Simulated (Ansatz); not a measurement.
## Fields on a plane of Sc (hcp, Mg type)

```
Sc
1.0
    3.27721     0.00000     0.00000
   -1.63861     2.83815     0.00000
    0.00000     0.00000     5.08550
Sc
2
Direct
  0.33333   0.66667   0.75000
  0.66667   0.33333   0.25000
```

The slice is a (0001) plane (indices of the conventional cell) through the point (0.667, 0.333, 0.250) (fractional), spanned by u = [110] and v = [1 -1 0] in vectors of this cell: u (3.28 Å) and v (5.68 Å, at 90° to u). It covers one period; positions are fractions (u, v).

Atoms on it: Sc at (0.00, 0.00); Sc at (0.50, 0.50).

These are PBEsol (plane waves to 420 eV, PAW, scalar-relativistic; Ansatz, a first-principles code) values and carry that method's errors. k mesh 16×16×9. Near the nuclei the fields are pseudised (PAW); where an atom keeps semicore shells as valence, they peak there. Sc is run without spin polarisation. Sc was relaxed with its symmetry unable to fall. The PAW data are Ansatz's earlier set.

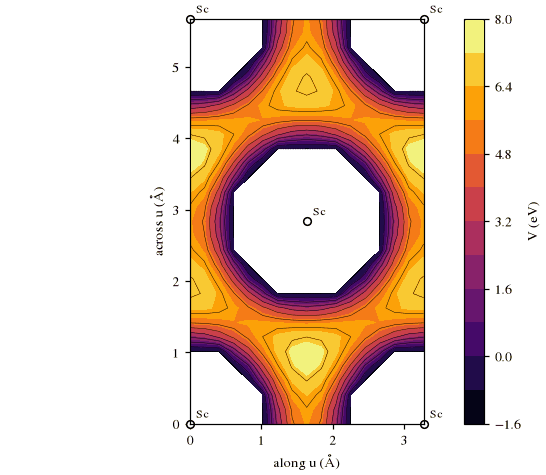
Fig. 1. Electrostatic potential energy of an electron, from the cell's mean, in eV, one period of the plane, atoms marked. Points within 1 Å of a nucleus are left white, as the pseudised field means little there. Values under -1 eV are set to -1. The zero, the cell's mean, hangs on the PAW cores.

```
|xxxxxx@@**    ..::..    **@@xxxx|
|xxxx@@%%==    ..::..    ==%%@@xx|
|@@@@%%++..    ::--::    ..++%%@@|
|****==..    ..--==--..    ..==**|
|....      ..::======::..      ..|
|      ....::::------::::....    |
|====------::..........::------==|
|%%%%**==::              ::==**%%|
|@@@@##--      ......      --##@@|
|@@%%++..  ..==**##**==..  ..++%%|
|%%**::  ..++%%@@@@@@%%++..  ::**|
|**==..  ==%%@@xxxxxx@@%%==  ..==|
|==::  ..**@@xxxxxxxxxx@@**..  ::|
|--..  ..**@@xxxxxxxxxx@@**..  ..|
|::..    **@@xxxxxxxxxx@@**    ..|
|::..    ==%%@@xxxxxx@@%%==    ..|
|--::    ..++%%@@@@@@%%++..    ::|
|==--..    ..==******==..    ..--|
|====::..      ......      ..::==|
|----::::....          ....::::--|
|......::------======------::....|
|        ::==**%%%%%%**==::      |
|....      --##@@@@@@##--      ..|
|##**==..  ..++%%@@%%++..  ..==**|
|@@@@%%++..  ::**%%**::  ..++%%@@|
|xxxx@@%%==  ..==**==..  ==%%@@xx|
|xxxxxx@@**..  ::==::  ..**@@xxxx|
|xxxxxx@@**..  ..--..  ..**@@xxxx|
```
Scale: ten equal steps from 0.07 (start of ' ') to 0.74 (end of '@'), in the order ' .:-=+*#%@'. Values: electron localisation function (ELF). The map has 16 points along u (two characters each, u = 0 at the left) and 28 along v (v = 0 in the bottom row). Points within 0.5 Å of a nucleus are blanked (x), as the pseudised field means little there.

The density on the Sc–Sc line (3.28 Å) at its midpoint is 0.12 e/Å³ and the ELF at that point is 0.28.
